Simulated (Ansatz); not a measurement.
A series of calculations on C$_{2}$H$_{10}$BNSSi

Part 1: Relaxation

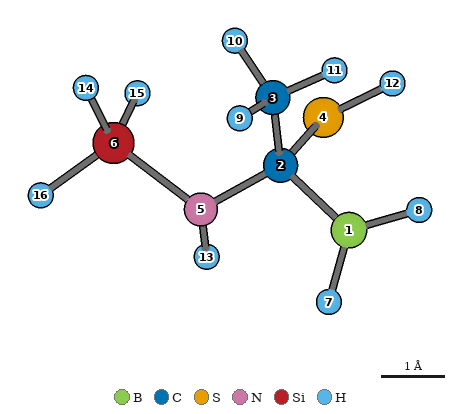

C2H10BNSSi, before the relaxation. Style: ball-and-stick. Shown at a tilt.

The run prepares an end point of a later path (torsion) calculation, from a guessed geometry.

The calculation used RKS PBE/STO-3G in Ansatz.

The input:
```yaml
crystal:
  periodic: [false, false, false]
  atoms:
    - { symbol: B, position_ang: [-0.215, -0.8961, -1.9144] }
    - { symbol: C, position_ang: [0.0712, -0.0891, -0.5574] }
    - { symbol: C, position_ang: [1.0479, -0.9445, 0.221] }
    - { symbol: S, position_ang: [0.8997, 1.5397, -1.0029] }
    - { symbol: "N", position_ang: [-1.1883, 0.0922, 0.1696] }
    - { symbol: Si, position_ang: [-1.0301, 0.9136, 1.8017] }
    - { symbol: H, position_ang: [-1.3448, -1.1739, -2.1744] }
    - { symbol: H, position_ang: [0.6365, -1.0865, -2.7018] }
    - { symbol: H, position_ang: [0.5965, -1.8568, 0.6469] }
    - { symbol: H, position_ang: [1.4859, -0.3851, 1.1277] }
    - { symbol: H, position_ang: [1.9407, -1.23, -0.3757] }
    - { symbol: H, position_ang: [1.9747, 0.9745, -1.6089] }
    - { symbol: H, position_ang: [-1.8738, 0.7428, -0.388] }
    - { symbol: H, position_ang: [-0.3801, 0.0057, 2.7632] }
    - { symbol: H, position_ang: [-0.2797, 2.1408, 1.6918] }
    - { symbol: H, position_ang: [-2.3642, 1.23, 2.3457] }
basis:
  gaussian: { orbitals: STO-3G }
hamiltonian:
  xc: pbe
relax:
  f_tol: 0.015
  max_steps: 40
```

Launched with:
```bash
ansatz run input.yaml --threads 1 --pin off --max-ram 2048MiB --backend cpu --events-out ev --progress --plain --runs-dir out
```

Where does the relaxation end?

S4 moves most after the best rigid fit: 0.93 Å. Largest moves by element: S 0.93 Å, H 0.90 Å, B 0.41 Å, C 0.26 Å, Si 0.18 Å, N 0.16 Å. Some distances before and after: B1–S4 2.830 → 1.948 Å, C2–S4 1.881 → 2.193 Å, C2–N5 1.466 → 1.401 Å, N5–Si6 1.834 → 1.785 Å. Among the angles between lasting bonds that change: B1–C2–S4 108.3° → 59.5°, B1–C2–C3 105.4° → 124.0°, Si6–N5–H13 103.9° → 117.7°. Groups turn about C2–S4 by about 30°. Over 16 geometry steps the energy falls by 210.4 kJ/mol. The largest force component goes from 2.8 to 0.014 eV/Å. The run took 76 s on 1 thread of Arm Neoverse V2, on a shared host, peak memory 0.18 GiB.

The structure at the end:

```xyz
16

B    -0.1625   -0.5084   -2.0371
C    -0.0350   -0.3055   -0.4739
C     1.1625   -0.8123    0.3708
S     0.7826    1.1854   -1.8594
N    -1.1080    0.1611    0.2962
Si   -1.0811    0.8297    1.9506
H    -1.2434   -0.3270   -2.4661
H     0.4915   -1.3450   -2.5376
H     0.8462   -1.7176    0.9281
H     1.5192   -0.0665    1.1105
H     2.0061   -1.0950   -0.2829
H     2.0458    0.6518   -1.8325
H    -1.9752    0.3082   -0.2753
H    -0.7226   -0.2139    2.9013
H    -0.1191    1.9216    2.0481
H    -2.4297    1.3108    2.2034
```

After the run, drawn alike:

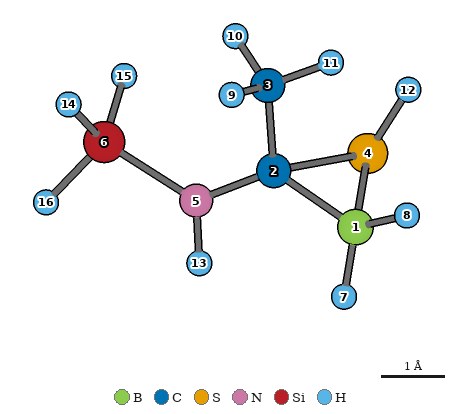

Limits of the set-up: STO-3G is a minimal basis, so the numbers are rough.

Part 2: Relaxation

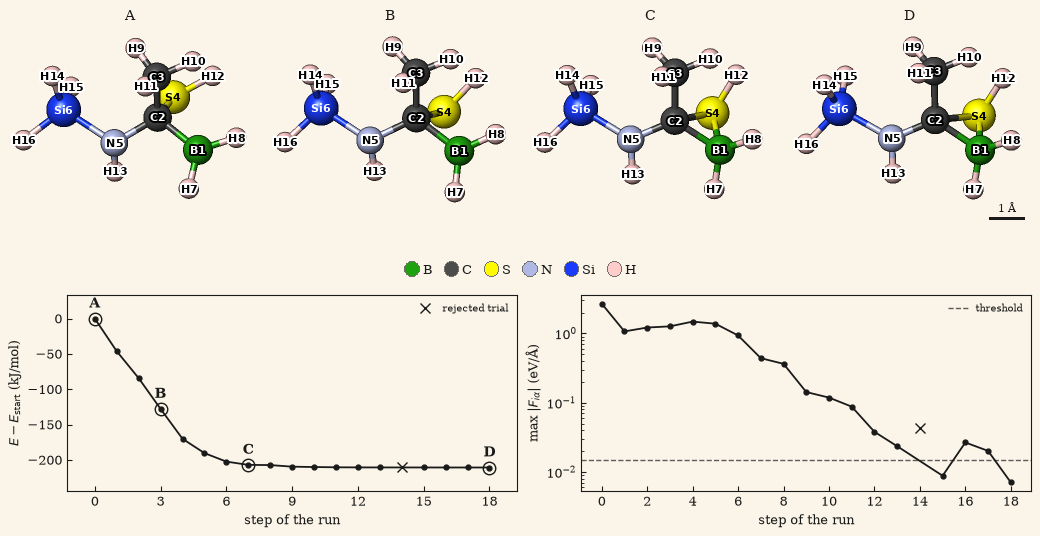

Frames of a relaxation of C$_{2}$H$_{10}$BNSSi, marked on the history of the run. The picture is a ball-and-stick view, seen at a tilt.

The run prepares an end point of a later path (torsion) calculation, from a guessed geometry.

All numbers below come from RKS PBE/STO-3G (Ansatz 0.2.0).

The input:
```yaml
crystal:
  periodic: [false, false, false]
  atoms:
    - { symbol: B, position_ang: [-0.215, -0.8961, -1.9144] }
    - { symbol: C, position_ang: [0.0712, -0.0891, -0.5574] }
    - { symbol: C, position_ang: [1.0479, -0.9445, 0.221] }
    - { symbol: S, position_ang: [0.8997, 1.5397, -1.0029] }
    - { symbol: "N", position_ang: [-1.1883, 0.0922, 0.1696] }
    - { symbol: Si, position_ang: [-1.0301, 0.9136, 1.8017] }
    - { symbol: H, position_ang: [-1.3448, -1.1739, -2.1744] }
    - { symbol: H, position_ang: [0.6365, -1.0865, -2.7018] }
    - { symbol: H, position_ang: [1.50476, -0.42508, 1.08061] }
    - { symbol: H, position_ang: [1.94051, -1.2794, -0.4255] }
    - { symbol: H, position_ang: [0.59903, -1.89767, 0.57405] }
    - { symbol: H, position_ang: [1.9747, 0.9745, -1.6089] }
    - { symbol: H, position_ang: [-1.8738, 0.7428, -0.388] }
    - { symbol: H, position_ang: [-0.3801, 0.0057, 2.7632] }
    - { symbol: H, position_ang: [-0.2797, 2.1408, 1.6918] }
    - { symbol: H, position_ang: [-2.3642, 1.23, 2.3457] }
basis:
  gaussian: { orbitals: STO-3G }
hamiltonian:
  xc: pbe
relax:
  f_tol: 0.015
  max_steps: 40
```

Command:
```bash
ansatz run input.yaml --threads 1 --pin off --max-ram 2048MiB --backend cpu --events-out ev --progress --plain --runs-dir out
```

**Describe the path.**

After 17 accepted moves (18 points after the start) the energy has fallen by 210.7 kJ/mol. The largest force component goes from 2.7 to 0.0071 eV/Å. The line search rejected the trial step at point 14 of the run. The forces were under the threshold at step 15, but the run went on from there. The atom that moves furthest after the best rigid fit is S4 (0.94 Å). By element the largest moves are S 0.94 Å, H 0.91 Å, B 0.41 Å, C 0.26 Å, Si 0.18 Å, N 0.16 Å. Among the contacts that change: B1–S4 2.830 → 1.948 Å, C2–S4 1.881 → 2.193 Å, C2–N5 1.466 → 1.401 Å, N5–Si6 1.834 → 1.785 Å. Among the angles between lasting bonds that change: B1–C2–S4 108.3° → 59.6°, B1–C2–C3 105.4° → 123.9°, Si6–N5–H13 103.9° → 117.8°. Groups turn about C2–S4 by about 30°. From step 0 to 3: S4 moves most (0.54 Å), energy −127.8 kJ/mol. From step 3 to 7: H7 moves most (0.50 Å), energy −79.2 kJ/mol. From step 7 to 18: H atoms move most (0.41 Å), energy −3.70 kJ/mol.

Limits of the set-up: STO-3G is a minimal basis, so the numbers are rough.

Part 3: Path

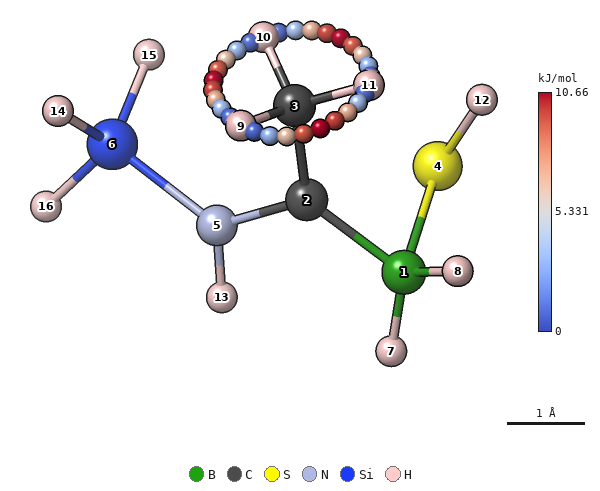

NEB run on C₂H₁₀BNSSi. Images are numbered from 0 (start) to 10 (end). The start is drawn whole; smaller spheres mark the moving atoms (H) in the later images, joined by lines and coloured by the energy of the image relative to the start. Style: ball-and-stick. Shown at a tilt.

Method: RKS PBE/STO-3G (Ansatz). Set-up: 9 movable images; climbing image; force threshold 0.05 eV/Å; iteration limit 30; starting path through a guess of the saddle point.

**Describe the path and its energy.**

The motion is a rotation about the C2–C3 bond by about 120°. No bond forms or breaks between the ends. Bond angles that change up to the highest image, for instance: C2–C3–H9 108.7° → 111.3°. The two ends have the same energy, and the highest point, image 5, lies 10.7 kJ/mol above the start. The band converged in 15 iterations, with a climbing image at the top. At the top, the vibrational analysis gives one imaginary mode (201i cm⁻¹), as a transition state must have.

Limits of the set-up: STO-3G is a minimal basis, so the numbers are rough.

Cost: 8.2 min on 1 thread of Arm Neoverse V2 (shared host), peak memory 0.11 GiB.
